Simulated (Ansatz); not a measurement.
# SiPbS3 (model cell, started as cubic perovskite with Si in the octahedra): following an unstable mode, part 2 of 3

Wanted: the energy along a soft mode of SiPbS3 (model cell, started as cubic perovskite with Si in the octahedra) and the structure at the end.

Ansatz 0.2.0; DFT PBEsol, scalar-relativistic, plane waves, PAW; PAW set soft_1.

So far, highest frequency on the path or at a solved wavevector (cm⁻¹): step 2 (response at finite wavevector) 379. Also lowest frequency on the path (cm⁻¹): step 2 -206.

The structure was built from a prototype and need not be the compound's stable phase.

## (3) The mode frozen in, largest atomic shift 0 Å

The mode followed lies at q = (0, -0.5, -0.5) with frequency 205.9i cm⁻¹, the softest among the wavevectors solved. At small amplitude the distorted cell has space group no. 127 by a symmetry search on the positions. The undistorted cell that holds it gives the zero of energy on the same k mesh.

System of this step: SiPbS3 (model cell, started as cubic perovskite with Si in the octahedra). Symmetry: Pm-3m, No. 221, cubic system. Conventional cell: a = 4.580 Å, b = 4.580 Å, c = 4.580 Å, α = 90.00°, β = 90.00°, γ = 90.00°. Nearest to Pb lie 12 S at 3.24 Å. Nearest to Si lie 6 S at 2.29 Å. Nearest to S lie 2 Si at 2.29 Å and 4 Pb at 3.24 Å. S has 2 Si at 2.29 Å and 4 Pb at 3.24 Å nearest. Farther neighbours and most contacts between anions are not listed.

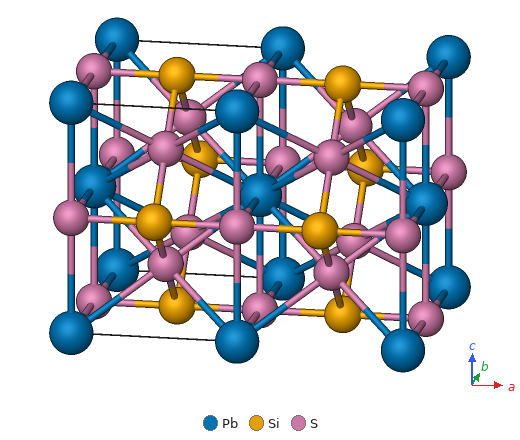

The cell of this step (lead blue, silicon orange, sulfur pink). 2×1×1 cells are drawn. Some periodic images of atoms are drawn too.

Contents of input.yaml:

```yaml
crystal:
  lattice:
    - [-4.5798392005, 0.0, 0.0]
    - [0.0, -4.5798392005, -4.5798392005]
    - [0.0, -4.5798392005, 4.5798392005]
  atoms:
    - { symbol: Pb, position: [1.0, 0.5, 0.5] }
    - { symbol: Pb, position: [1.0, 0.0, 0.0] }
    - { symbol: Si, position: [0.5, 0.0, 0.5] }
    - { symbol: Si, position: [0.5, 0.5, 0.0] }
    - { symbol: S, position: [0.5, 0.25, 0.25] }
    - { symbol: S, position: [0.5, 0.75, 0.75] }
    - { symbol: S, position: [0.5, 0.25, 0.75] }
    - { symbol: S, position: [0.5, 0.75, 0.25] }
    - { symbol: S, position: [1.0, 0.0, 0.5] }
    - { symbol: S, position: [1.0, 0.5, 0.0] }
kpoints:
  mp_grid: { grid: [8, 6, 6] }
hamiltonian:
  xc: pbesol
  pseudopotentials: { kind: paw, azcp: { folder: soft_1 }, xc_functional: pbe }
scf:
  occupations: { method: methfessel_paxton, width: 0.2 }
output:
  forces: true
  stress: true
  eigenvalues: true
```

Command:

```sh
> ansatz run input.yaml --threads 8 --pin off --max-ram 16384MiB --backend cpu --events-out ev --progress --plain --runs-dir out
```

Numbers of over 12 decimals in the logs are rounded to 6 here.

The program printed:

```text
[...]
Crystal: 10 atoms, lattice volume = 192.124 Å³
Basis set: ecut = 420 eV, 3787 PW (Γ), exchange–correlation on 64×90×90 points (8 copies of the dense FFT grid, shifted against one another)
Bands: 46, of which v1, the nominal top of the filled ones, is band 36 counted from 1 (35 counted from 0)
Symmetry: 32 space group operations
[...]
k-points: 50 of 288
[...]
k-point 0: bands = [... 32 lower, 7.2952, 7.5836, 7.5851, 7.5851, 9.3019, 10.1455, 10.8672, 10.8672, ... 6 higher]
  k-point 1: bands = [... 32 lower, 7.3302, 7.4834, 7.6206, 7.9635, 9.0733, 10.0975, 10.3916, 11.2379, ... 6 higher]
  k-point 2: bands = [... 32 lower, 7.0948, 7.2381, 7.8125, 8.6188, 8.8440, 9.2642, 11.0363, 11.9444, ... 6 higher]
  k-point 49: bands = [... 32 lower, 6.9121, 6.9121, 9.3069, 9.3069, 10.1473, 10.1473, 10.8662, 10.8662, ... 6 higher]
[key lines of the parts left out:]
SCF converged after 8 iterations
Free energy (F): -30069.184382 eV
Fermi energy:    9.030548 eV
P = ⅓ Tr σ = 0.0209 GPa (0.209 kbar)
```

It took 3.3 s on 8 threads of Arm Neoverse V2, shared host; peak memory 0.86 GiB.

Numbers from this step:

* pressure: 0.02092 GPa
* energy from the undistorted cell: 0 meV/atom

The run ends at a pressure of 0.02 GPa.

## (4) The mode frozen in, largest atomic shift 0.45 Å

The atoms are moved along the unstable eigenvector, the largest shift by 0.45 Å, with the cell fixed.

input.yaml, the sections that differ from step 3:

```yaml
crystal:
  lattice:
    - [-4.5798392005, 0.0, 0.0]
    - [0.0, -4.5798392005, -4.5798392005]
    - [0.0, -4.5798392005, 4.5798392005]
  atoms:
    - { symbol: Pb, position: [1.0, 0.5, 0.5] }
    - { symbol: Pb, position: [1.0, 0.0, 0.0] }
    - { symbol: Si, position: [0.5, 0.0, 0.5] }
    - { symbol: Si, position: [0.5, 0.5, 0.0] }
    - { symbol: S, position: [0.5, 0.2008716376, 0.2008716376] }
    - { symbol: S, position: [0.5, 0.7991283624, 0.7991283624] }
    - { symbol: S, position: [0.5, 0.2991283624, 0.7008716376] }
    - { symbol: S, position: [0.5, 0.7008716376, 0.2991283624] }
    - { symbol: S, position: [1.0, 0.0, 0.5] }
    - { symbol: S, position: [1.0, 0.5, 0.0] }
# kpoints, hamiltonian, scf, output: as in step 3
```

The program printed:

```text
[...]
Crystal: 10 atoms, lattice volume = 192.124 Å³
Basis set: ecut = 420 eV, 3787 PW (Γ), exchange–correlation on 64×90×90 points (8 copies of the dense FFT grid, shifted against one another)
Bands: 46, of which v1, the nominal top of the filled ones, is band 36 counted from 1 (35 counted from 0)
Symmetry: 16 space group operations
[...]
k-points: 50 of 288
[...]
k-point 0: bands = [... 32 lower, 7.4037, 7.4037, 7.4597, 7.4597, 8.9309, 11.1356, 11.1757, 11.1757, ... 6 higher]
  k-point 1: bands = [... 32 lower, 7.3406, 7.3725, 7.5354, 7.9891, 8.9008, 10.2360, 11.2370, 11.2620, ... 6 higher]
  k-point 2: bands = [... 32 lower, 7.0616, 7.1835, 7.9822, 8.5890, 8.9292, 9.3457, 11.4224, 11.6221, ... 6 higher]
  k-point 49: bands = [... 32 lower, 7.1914, 7.1914, 9.2560, 9.2560, 10.1262, 10.1262, 11.0138, 11.0138, ... 6 higher]
[key lines of the parts left out:]
SCF converged after 9 iterations
Free energy (F): -30069.806984 eV
Fermi energy:    8.931751 eV
P = ⅓ Tr σ = -0.1830 GPa (-1.830 kbar)
```

It took 3.5 s on 8 threads; peak memory 0.86 GiB; 26 s of CPU time.

This step gave:

```
pressure                         : -0.1830 GPa
energy from the undistorted cell : -62.50 meV/atom
```

The energy, extrapolated to zero smearing, is -62.50 meV/atom against the undistorted cell.

The run ends at a pressure of -0.18 GPa, with forces up to 0.032 eV/Å.

## (5) Energy along the mode, all amplitudes (two of the runs are shown above)

An imaginary frequency means negative curvature, so the energy should fall and then rise again as anharmonic terms take over.

This step gave:

```yaml
depth_at_the_lowest_point_sampled: 62.50 meV/atom
largest_atomic_shift_at_that_point: 0.45 Å
```

Table of energy from the parent by largest atomic shift:

| largest atomic shift (Å) | energy from the parent (meV/atom) |
| --- | --- |
| 0.000 | 0 |
| 0.040 | -1.48 |
| 0.080 | -5.58 |
| 0.140 | -15.1 |
| 0.220 | -31.0 |
| 0.320 | -50.1 |
| 0.450 | -62.5 |
| 0.600 | -45.6 |

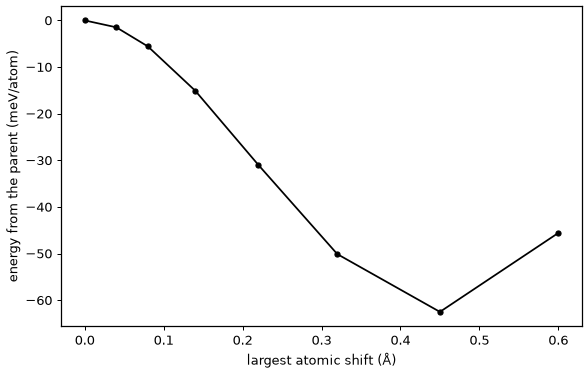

Energy from the parent against largest atomic shift.

Displacement at unit largest shift by atom:

| atom | x (Å) | y (Å) | z (Å) | size |
| --- | --- | --- | --- | --- |
| Pb1 | 0.00 | 0.00 | 0.00 | 0.00 |
| Pb2 | 0.00 | 0.00 | 0.00 | 0.00 |
| Si3 | 0.00 | 0.00 | 0.00 | 0.00 |
| Si4 | 0.00 | 0.00 | 0.00 | 0.00 |
| S5 | 0.00 | 1.00 | 0.00 | 1.00 |
| S6 | 0.00 | -1.00 | 0.00 | 1.00 |
| S7 | 0.00 | 0.00 | -1.00 | 1.00 |
| S8 | 0.00 | 0.00 | 1.00 | 1.00 |
| S9 | 0.00 | 0.00 | 0.00 | 0.00 |
| S10 | 0.00 | 0.00 | 0.00 | 0.00 |

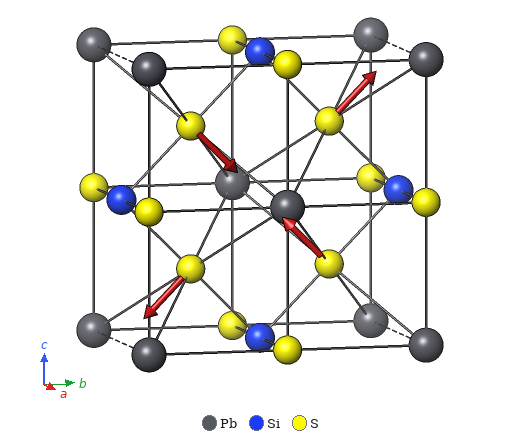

Displacement at unit largest shift as arrows, the longest 1 Å. Some periodic images of atoms are drawn too.

The lowest of the steps tried is at 0.45 Å, 62.5 meV/atom below the parent; the bottom of the well need not coincide with a step.

## (6) Relaxing from the distorted cell

Starting from the lowest point found, all atoms and the cell are let go, so that strain and other modes of the same symmetry can join in.

Edit input.yaml of step 4 so:

```diff
@@ -27 +27,6 @@
   eigenvalues: true
+relax:
+  adjacent_minimum: "off"
+  f_tol: 0.002
+  max_steps: 120
+  cell: { stress_tol: 0.03 }
```

The program printed:

```text
[...]
Crystal: 10 atoms, lattice volume = 192.124 Å³
Basis set: ecut = 420 eV, 3787 PW (Γ), exchange–correlation on 64×90×90 points (8 copies of the dense FFT grid, shifted against one another)
Bands: 46, of which v1, the nominal top of the filled ones, is band 36 counted from 1 (35 counted from 0)
Symmetry: 16 space group operations
[...]
k-points: 50 of 288
[...]
SCF iter   1: F=—  HF=-30070.718438 eV  |F-HF|=—  |Δ(HF+E_count)|=         —  Δρ=3.14e-2  dr2=2.95e0  ethr=3.10e-3  ⟨swp⟩=10.5  Hψ=12774  notcnv=0
[...]
SCF iter   9: F=-30069.806984 eV  HF=-30069.806984 eV  |F-HF|=3.16e-9  |Δ(HF+E_count)|=   1.63e-8  S|Δr|=    0.00e0  Δρ=2.31e-6  dr2=1.24e-8  ethr=1.39e-10  ⟨swp⟩=13.7  Hψ=11950  notcnv=0
SCF 1 converged in 9 iterations: F = -30069.806984 eV  dr2 = 1.24e-8
[...]
relax step   1: F+E_penalty+E_count = -30069.80698418 eV  Δ(F+E_penalty+E_count) = +0.000e0 eV  max|allowed force component| = 3.151e-2 eV/Å  Δτ_max = 0.0000 Å  P = -0.183 GPa  Ω = 192.124 Å³  (9 SCF iters, dr2 threshold 1.00e-7 eV, accepted)
Crystal: 10 atoms, lattice volume = 190.620 Å³
Basis set: ecut = 420 eV, 3715 PW (Γ), exchange–correlation on 64×90×90 points (8 copies of the dense FFT grid, shifted against one another)
[...]
SCF iter   5: F=-30069.947372 eV  HF=-30069.947373 eV  |F-HF|=3.67e-7  |Δ(HF+E_count)|=   1.44e-6  S|Δr|=    0.00e0  Δρ=1.47e-5  dr2=6.76e-7  ethr=1.39e-9  ⟨swp⟩=6.8  Hψ=12494  notcnv=0
SCF 2 converged in 5 iterations: F = -30069.947372 eV  dr2 = 6.76e-7
[...]
relax step   2: F+E_penalty+E_count = -30069.94737237 eV  Δ(F+E_penalty+E_count) = -1.404e-1 eV  max|allowed force component| = 1.156e-2 eV/Å  Δτ_max = 0.0393 Å  P = +0.216 GPa  Ω = 190.620 Å³  energy of the carried Pulay correction = +2.545e-4 eV  (5 SCF iters, dr2 threshold 1.00e-6 eV, accepted)
Crystal: 10 atoms, lattice volume = 192.601 Å³
Basis set: ecut = 420 eV, 3757 PW (Γ), exchange–correlation on 64×90×90 points (8 copies of the dense FFT grid, shifted against one another)
[...]
SCF iter   6: F=-30070.181328 eV  HF=-30070.181328 eV  |F-HF|=5.43e-8  |Δ(HF+E_count)|=   4.90e-7  S|Δr|=    0.00e0  Δρ=8.69e-6  dr2=1.64e-7  ethr=1.39e-9  ⟨swp⟩=8.8  Hψ=11499  notcnv=0
the search or the solves at the SCF's close seem to have found levels that the self-consistency loop had missed (the run counts 1). By its estimate they hold under 1e-12 electrons; where the run keeps them, the occupations were computed again with them
SCF 3 converged in 6 iterations: F = -30070.181328 eV  dr2 = 1.64e-7
[...]
relax step   3: F+E_penalty+E_count = -30070.18132776 eV  Δ(F+E_penalty+E_count) = -2.340e-1 eV  max|allowed force component| = 2.154e-1 eV/Å  Δτ_max = 0.0288 Å  P = -0.868 GPa  Ω = 192.601 Å³  energy of the carried Pulay correction = -8.039e-5 eV  (6 SCF iters, dr2 threshold 1.00e-6 eV, accepted)
[... from here on, the SCF cycles and remarks between the steps are left out ...]
relax step   4: F+E_penalty+E_count = -30070.13746476 eV  Δ(F+E_penalty+E_count) = +4.386e-2 eV  max|allowed force component| = 4.531e-1 eV/Å  Δτ_max = 0.1868 Å  P = +2.455 GPa  Ω = 186.676 Å³  energy of the carried Pulay correction = +9.315e-4 eV  (6 SCF iters, dr2 threshold 1.00e-6 eV, rejected (line search))
relax step   5: F+E_penalty+E_count = -30070.27042668 eV  Δ(F+E_penalty+E_count) = -8.910e-2 eV  max|allowed force component| = 5.812e-2 eV/Å  Δτ_max = 0.0681 Å  P = -0.340 GPa  Ω = 191.684 Å³  energy of the carried Pulay correction = +7.417e-5 eV  (9 SCF iters, accepted)
relax step   6: F+E_penalty+E_count = -30070.27707179 eV  Δ(F+E_penalty+E_count) = -6.645e-3 eV  max|allowed force component| = 2.138e-2 eV/Å  Δτ_max = 0.0179 Å  P = +0.090 GPa  Ω = 190.906 Å³  energy of the carried Pulay correction = +2.058e-4 eV  (4 SCF iters, dr2 threshold 8.69e-7 eV, accepted)
relax step   7: F+E_penalty+E_count = -30070.27714637 eV  Δ(F+E_penalty+E_count) = -7.458e-5 eV  max|allowed force component| = 1.355e-2 eV/Å  Δτ_max = 0.0058 Å  P = -0.055 GPa  Ω = 191.201 Å³  energy of the carried Pulay correction = +1.560e-4 eV  (5 SCF iters, dr2 threshold 4.21e-8 eV, accepted)
relax step   8: F+E_penalty+E_count = -30070.27725052 eV  Δ(F+E_penalty+E_count) = -1.041e-4 eV  max|allowed force component| = 2.838e-6 eV/Å  Δτ_max = 0.0021 Å  P = -0.000 GPa  Ω = 191.093 Å³  energy of the carried Pulay correction = +1.742e-4 eV  (4 SCF iters, dr2 threshold 1.82e-8 eV, accepted)
relax step   9: F+E_penalty+E_count = -30070.27868557 eV  Δ(F+E_penalty+E_count) = -1.435e-3 eV  max|allowed force component| = 4.704e-5 eV/Å  Δτ_max = 0.0000 Å  P = +0.011 GPa  Ω = 191.093 Å³  stress off target by 4.16e-2 GPa  SCF on the basis re-selected at this cell (its energy is not comparable with the rows above)  (5 SCF iters)
relax step  10: F+E_penalty+E_count = -30070.27868884 eV  Δ(F+E_penalty+E_count) = -3.271e-6 eV  max|allowed force component| = 1.607e-4 eV/Å  Δτ_max = 0.0005 Å  P = -0.005 GPa  Ω = 191.144 Å³  energy of the carried Pulay correction = -7.974e-6 eV  (4 SCF iters, dr2 threshold 4.33e-9 eV, accepted)
[...]
SCF iter   4: F=-30070.278698 eV  HF=-30070.278698 eV  |F-HF|=0.00e0  |Δ(HF+E_count)|=   5.56e-9  S|Δr|=    0.00e0  Δρ=1.04e-7  dr2=1.74e-11  ethr=1.00e-12  ⟨swp⟩=7.5  Hψ=11889  notcnv=0
SCF 11 converged in 4 iterations: F = -30070.278698 eV  dr2 = 1.74e-11
relax step  11: F+E_penalty+E_count = -30070.27869808 eV  Δ(F+E_penalty+E_count) = -9.237e-6 eV  max|allowed force component| = 1.626e-4 eV/Å  Δτ_max = 0.0000 Å  P = -0.005 GPa  Ω = 191.144 Å³  stress off target by 8.93e-3 GPa  SCF on the basis re-selected at this cell (its energy is not comparable with the rows above)  (4 SCF iters)
[...]
SCF converged after 4 iterations
[...]
Free energy (F): -30070.278698 eV
[...]
Internal energy: -30070.285404 eV  (E = F + TS)
E sigma→0 (E₀):  -30070.280375 eV
Entropy (-TS):   0.006706 eV (0.671 meV/atom)
Fermi energy:    8.959853 eV
[...]
--- Forces (eV/Å), atoms counted from 1 ---
  atom   1  Pb     0.00000000     0.00000000     0.00000000
  atom   2  Pb    -0.00000000     0.00000000    -0.00000000
  atom   3  Si    -0.00000000     0.00000000    -0.00000000
  atom   4  Si     0.00000000     0.00000000     0.00000000
  atom   5  S      0.00000000     0.00016260    -0.00000000
  atom   6  S     -0.00000000    -0.00016260     0.00000000
  atom   7  S      0.00000000     0.00000000    -0.00016260
  atom   8  S      0.00000000    -0.00000000     0.00016260
  atom   9  S      0.00000000     0.00000000     0.00000000
  atom  10  S      0.00000000    -0.00000000     0.00000000
  max |Σ_I F_I| component: 7.81e-18 eV/Å
--- Stress (GPa, compression-positive) ---
       -0.008935      -0.000000      -0.000000
       -0.000000      -0.002372       0.000000
        0.000000       0.000000      -0.002372
  P = ⅓ Tr σ = -0.0046 GPa (-0.046 kbar)
--- Band table (eV; the first three rows and the last of 50) ---
  k-point 0: bands = [... 32 lower, 7.0473, 7.2873, 8.0244, 8.0244, 9.2030, 11.3961, 12.1718, 12.1718, ... 6 higher]
  k-point 1: bands = [... 32 lower, 7.2163, 7.5359, 7.7250, 7.9848, 9.4694, 11.1862, 11.4197, 12.2098, ... 6 higher]
  k-point 2: bands = [... 32 lower, 7.0459, 7.1147, 7.9090, 8.4205, 9.5677, 10.1224, 11.6944, 11.8224, ... 6 higher]
  k-point 49: bands = [... 32 lower, 7.5207, 7.5207, 8.8150, 8.8150, 10.1722, 10.1722, 10.4908, 10.4908, ... 6 higher]
--- Relaxed structure (9 steps of the walk, 8 accepted, 2 SCFs on fresh bases) ---
  F+E_penalty+E_count = -30070.27869808 eV   max|allowed force component| = 1.626e-4 eV/Å   (the final SCF, on the basis selected at the relaxed cell)
  cell:  # Å, volume = 191.1437 Å³
    - [-5.023586, 0, 0]
    - [0, -4.361723, -4.361723]
    - [0, -4.361723, 4.361723]
  atoms:
    - { symbol: Pb, position: [1.000000, 0.5, 0.5] }
    - { symbol: Pb, position: [1.000000, 0.0, 0] }
    - { symbol: Si, position: [0.500000, 0.0, 0.5] }
    - { symbol: Si, position: [0.500000, 0.5, 0.0] }
    - { symbol: S, position: [0.500000, 0.183603, 0.183603] }
    - { symbol: S, position: [0.500000, 0.816397, 0.816397] }
    - { symbol: S, position: [0.500000, 0.316397, 0.683603] }
    - { symbol: S, position: [0.500000, 0.683603, 0.316397] }
    - { symbol: S, position: [1.000000, 0.0, 0.5] }
    - { symbol: S, position: [1.000000, 0.5, 0.0] }
```

Elapsed: 35 s, on 8 threads; peak memory 0.9 GiB.

Step by step:

| step | energy less that of the first step (eV) | largest force component (eV/Å) | pressure (GPa) | volume (Å³) |
| --- | --- | --- | --- | --- |
| 1 | 0.0000 | 0.0315 | -0.18 | 192.12 |
| 2 | -0.1404 | 0.0116 | 0.22 | 190.62 |
| 3 | -0.3743 | 0.2154 | -0.87 | 192.60 |
| 4 | -0.3305 | 0.4531 | 2.45 | 186.68 |
| 5 | -0.4634 | 0.0581 | -0.34 | 191.68 |
| 6 | -0.4701 | 0.0214 | 0.09 | 190.91 |
| 7 | -0.4702 | 0.0136 | -0.05 | 191.20 |
| 8 | -0.4703 | 0.0000 | 0.00 | 191.09 |
| 9* | -0.4717 | 0.0000 | 0.01 | 191.09 |
| 10 | -0.4717 | 0.0002 | 0.00 | 191.14 |
| 11* | -0.4717 | 0.0002 | 0.00 | 191.14 |

Relaxation steps marked * repeat the geometry before them on a plane-wave basis chosen anew for their cell, so energy and pressure can jump there. Relaxation step 4 was tried and not accepted.

Forces are held to the 16 operations that the run works with; a distortion that breaks them can't arise in this run.

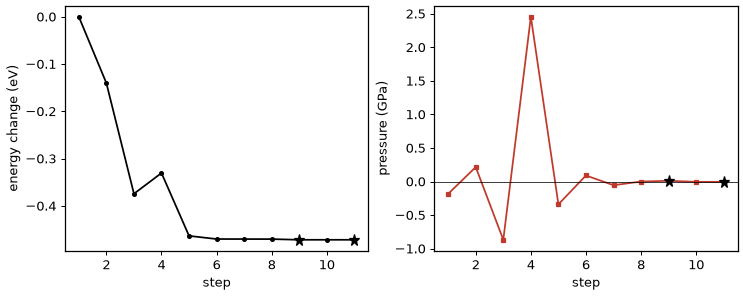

Energy and pressure along the relaxation. Stars mark steps on a basis chosen anew.

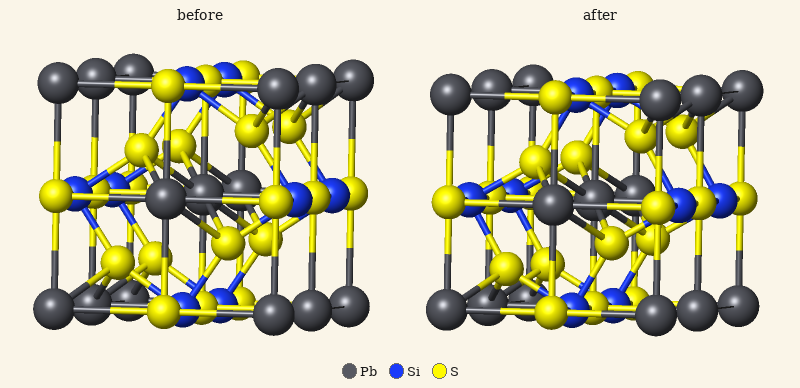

Before and after, at one scale.

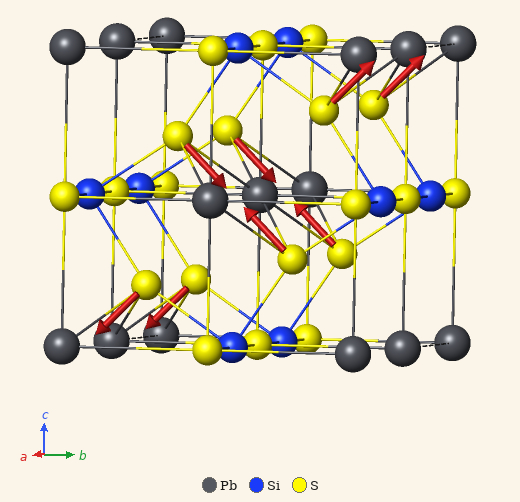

Displacements in the relaxation, exaggerated, measured against the changing cell; the longest in the cell stands for 0.15 Å. 2×1×1 cells are drawn. Some periodic images of atoms are drawn too.

| cell as run | before | after | change |
| --- | --- | --- | --- |
| a (Å) | 4.580 | 5.024 | +9.7 % |
| b (Å) | 6.477 | 6.168 | -4.8 % |
| c (Å) | 6.477 | 6.168 | -4.8 % |
| volume (Å³/atom) | 19.21 | 19.11 | -0.5 % |

The atoms that moved most (Å, as changes of fractional coordinates times the final cell):

| atom | dx | dy | dz | length |
| --- | --- | --- | --- | --- |
| S5 | 0.000 | 0.151 | 0.000 | 0.151 |
| S6 | 0.000 | -0.151 | 0.000 | 0.151 |
| S7 | 0.000 | 0.000 | -0.151 | 0.151 |
| S8 | 0.000 | 0.000 | 0.151 | 0.151 |

Final coordinates:

```cif
data_structure
_symmetry_space_group_name_H-M 'P 1'
_symmetry_Int_Tables_number 1
_cell_length_a 5.0236
_cell_length_b 6.1684
_cell_length_c 6.1684
_cell_angle_alpha 90.000
_cell_angle_beta 90.000
_cell_angle_gamma 90.000
_cell_volume 191.14
loop_
_atom_site_label
_atom_site_type_symbol
_atom_site_fract_x
_atom_site_fract_y
_atom_site_fract_z
_atom_site_occupancy
Pb1 Pb 0.00000 0.50000 0.50000 1
Pb2 Pb 0.00000 0.00000 0.00000 1
Si3 Si 0.50000 0.00000 0.50000 1
Si4 Si 0.50000 0.50000 0.00000 1
S5 S 0.50000 0.18360 0.18360 1
S6 S 0.50000 0.81640 0.81640 1
S7 S 0.50000 0.31640 0.68360 1
S8 S 0.50000 0.68360 0.31640 1
S9 S 0.00000 0.00000 0.50000 1
S10 S 0.00000 0.50000 0.00000 1
```

Numbers from this step:

- pressure: -0.004559 GPa
- volume per atom: 19.11 Å³
- gap on the k-mesh: 0.2810 eV

The distorted start has space group P4/mbm; the relaxation ends in P4/mbm.

(Part 2 of 3 ends here.)

[Logs are printed without paths, hosts, clocks, repeated set-up lines and the standing remarks that a program may print on its own settings, such as how far it seeks lower states.]

[Hosts, paths, dates, database ids (printed as entryN), source tags and the programs' standing remarks are cut or masked in the printed files.]
